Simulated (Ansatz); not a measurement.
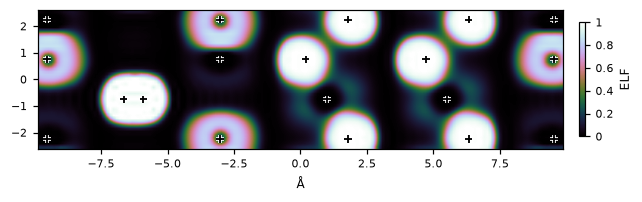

The electron localisation function on a plane through atoms (crosses mark nuclei in the plane).

Level of theory: DFT PBE, scalar-relativistic, plane waves, PAW in Ansatz.

Candidates:
A. Cd$_{3}$O, a = 5.29 Å, b = 5.29 Å, c = 6.28 Å, α = 90.00°, β = 90.00°, γ = 120.00°. Space group P6₃/mcm; a generated structure, not necessarily the stable one.
B. Be$_{2}$H$_{3}$O, a = 2.60 Å, b = 2.60 Å, c = 19.06 Å, α = 90.00°, β = 90.00°, γ = 120.00°. Space group P-3m1; a generated structure, not necessarily the stable one; changed on purpose from its base cell (volume × 0.91, shape and atoms relaxed).
C. ScF, a = 3.27 Å, b = 3.27 Å, c = 22.38 Å, α = 90.00°, β = 90.00°, γ = 120.00°. Space group R-3m; a generated structure, not necessarily the stable one; spin-polarised.

Q: Which system is this?

A: Candidate B: Be$_{2}$H$_{3}$O on the (110) plane of the conventional cell, which holds Be, H and O. H–H (0.74 Å): the ELF peaks at about 1 between the atoms. Be–O (1.50 Å): the ELF peaks at about 0.90 between the atoms, as expected for a polar covalent bond.
